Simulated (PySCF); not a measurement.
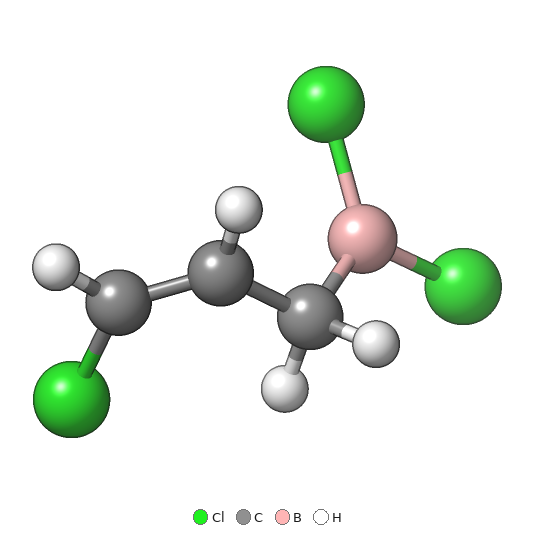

Rendered structure (ball-and-stick style). Every bond is drawn as one stick, whatever its order.

Question: Count the atoms of each element.

Answer: C3H4BCl3, 11 atoms: 3 carbon, 4 hydrogen, 1 boron and 3 chlorine.

Question: Give a SMILES string for it.

Answer: Cl/C=C\CB(Cl)Cl

Question: Does it have rings?

Answer: It has no ring.

Question: Count the bonded pairs by element.

Answer: 4 C–H, 2 C–C, 2 B–Cl, 1 C–Cl, 1 C–B.

Question: Name some functional groups or characteristic bonds that it holds.

Answer: Among them: alkene, C–Cl bond.

More results for the same structure follow; atom numbers are the same in all pictures, views and colours differ. Computed geometry: PBE0-D3(BJ)/def2-SVP optimisation. No frequency run is at hand to confirm it as a minimum.

### Shape

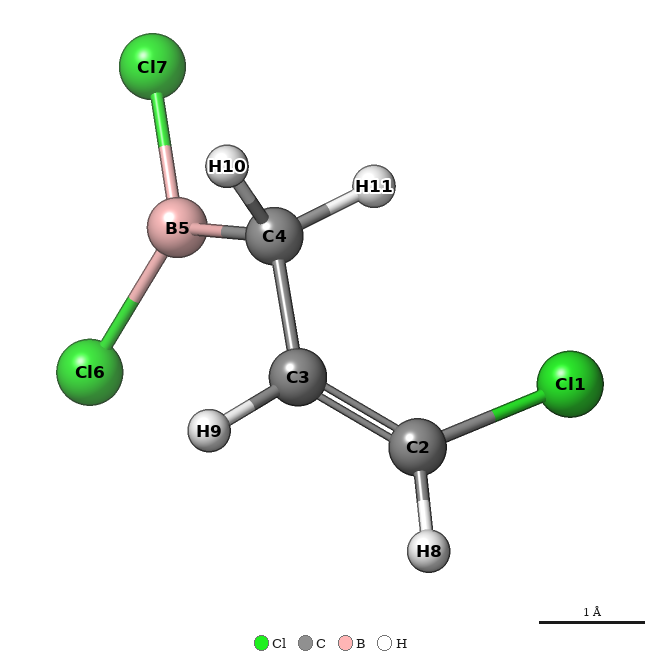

The atoms are numbered. No frequency run is at hand to confirm it as a minimum.

Question: Describe the coordination of atom 3.

Answer: C3 has 3 neighbours (C2 at 1.33, C4 at 1.49, H9 at 1.10 Å); the arrangement is trigonal planar.

Question: How are the neighbours of atom 4 arranged?

Answer: C4 has 4 neighbours (C3 at 1.49, B5 at 1.57, H10 at 1.11, H11 at 1.10 Å); the arrangement is tetrahedral.

Question: How are the neighbours of atom 5 arranged?

Answer: B5 has 3 neighbours (C4 at 1.57, Cl6 at 1.75, Cl7 at 1.75 Å); the arrangement is trigonal planar.

Question: What is the geometry at C2?

Answer: C2 has 3 neighbours (Cl1 at 1.73, C3 at 1.33, H8 at 1.09 Å); the arrangement is trigonal planar.

Question: What is the dihedral angle C2–C3–C4–B5?

Answer: 112° in size, that is anticlinal.

### Charges

The questions are on Mulliken charges. No frequency run is at hand to confirm it as a minimum. Properties computed with PBE0/6-31G, gas phase (PySCF 2.14.0).

Give the Mulliken charges atom by atom.

```json
{"atom": "Cl1", "value (e)": "0.10"}
{"atom": "C2", "value (e)": "−0.45"}
{"atom": "C3", "value (e)": "−0.04"}
{"atom": "C4", "value (e)": "−0.55"}
{"atom": "B5", "value (e)": "0.06"}
{"atom": "Cl6", "value (e)": "0.01"}
{"atom": "Cl7", "value (e)": "−0.01"}
{"atom": "H8", "value (e)": "0.22"}
{"atom": "H9", "value (e)": "0.20"}
{"atom": "H10", "value (e)": "0.22"}
{"atom": "H11", "value (e)": "0.24"}
```

### Electronic properties

No frequency run is at hand to confirm it as a minimum. Level of theory: PBE0/def2-TZVP, gas phase (PySCF 2.14.0).

Computed properties:

- dipole moment: 1.57 D
- HOMO energy (Kohn–Sham orbital): −7.32 eV
- LUMO energy (Kohn–Sham orbital): −1.39 eV
- HOMO–LUMO gap: 5.93 eV

### NMR shielding

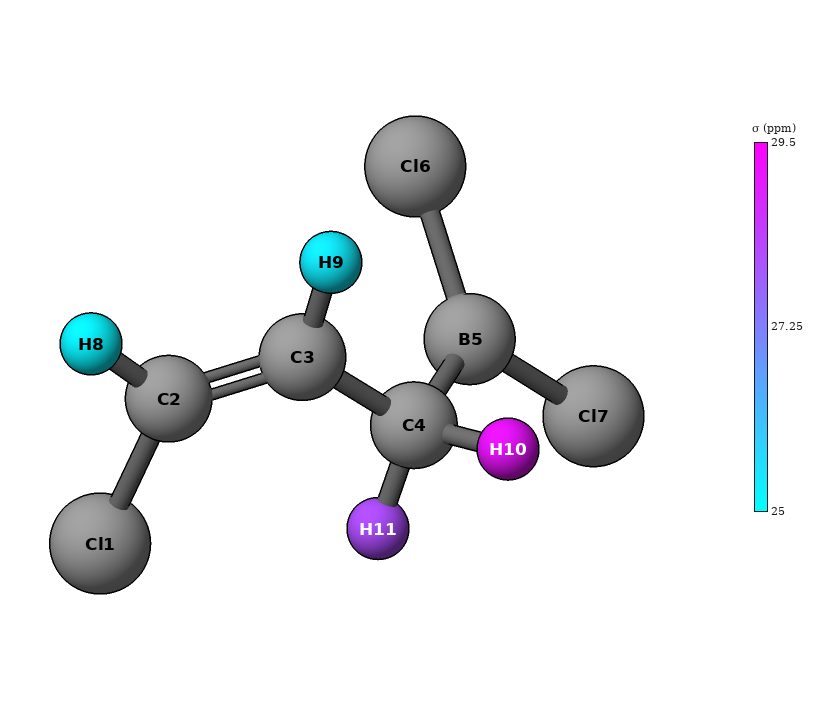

Atoms are coloured by their isotropic NMR shieldings (H only, the others grey). No frequency run is at hand to confirm it as a minimum. Properties computed with GIAO PBE0/pcSseg-1 NMR shielding, non-relativistic, gas phase (PySCF 2.14.0).

Question: Which H atom is the most shielded (lowest chemical shift)?

Answer: H10 (29.13 ppm).

Question: Which H atom is the least shielded (highest chemical shift)?

Answer: H8 (25.20 ppm).

Question: How wide is the range of H shifts?

Answer: 3.93 ppm.

List the isotropic NMR shieldings of the H atoms.

| atom | σ (ppm) |
| --- | --- |
| H8 | 25.20 |
| H9 | 25.32 |
| H10 | 29.13 |
| H11 | 28.10 |

Mulliken values depend strongly on the basis set and can even reverse the polarity of a bond.
